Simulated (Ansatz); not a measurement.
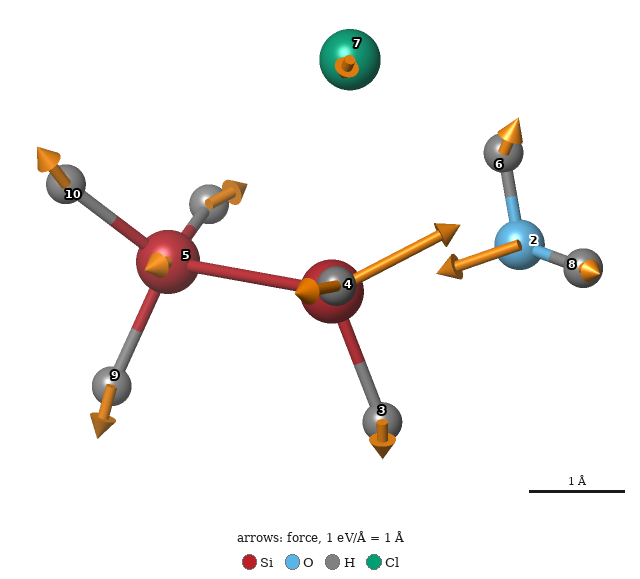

Starting geometry of Si2H7OCl with the computed forces as orange arrows. A ball-and-stick model, seen at a tilt.

The reaction that was planned forms Si1–Cl7, O2–H6 and breaks Si1–O2, H6–Cl7 (atoms numbered from 1 in input order).

Method: RKS PBE0-D4/def2-SVP (Ansatz). Set-up: held fixed: the distance between atoms 1 (Si) and 7 (Cl), the distance between atoms 2 (O) and 6 (H), the distance between atoms 1 (Si) and 2 (O), the distance between atoms 6 (H) and 7 (Cl), counting from 1; force threshold 0.04 eV/Å; at most 150 steps.

> What follows when this structure is relaxed?

It isn't relaxed: the largest force vector, on a Si atom, is 1.54 eV/Å. The final displacements follow the starting forces only in part (cosine between the two patterns 0.32). After 5 geometry steps the energy has fallen by 3.89 kcal/mol. Largest force component: 0.61 eV/Å at the start, 0.029 eV/Å at the end. An H atom moves most after the best rigid fit: 0.24 Å. By element the largest moves are H 0.24 Å, Cl 0.11 Å, O 0.07 Å, Si 0.06 Å. Some distances before and after: H–Si 1.461 → 1.492 Å, Si–Si 2.313 → 2.335 Å, H–Si 1.491 → 1.511 Å, H–O 0.962 → 0.967 Å. Among the angles between lasting bonds that change: H–Si–Si 132.2° → 120.7°, Si–Si–H 113.5° → 107.1°, H–Si–H 106.3° → 109.6°.
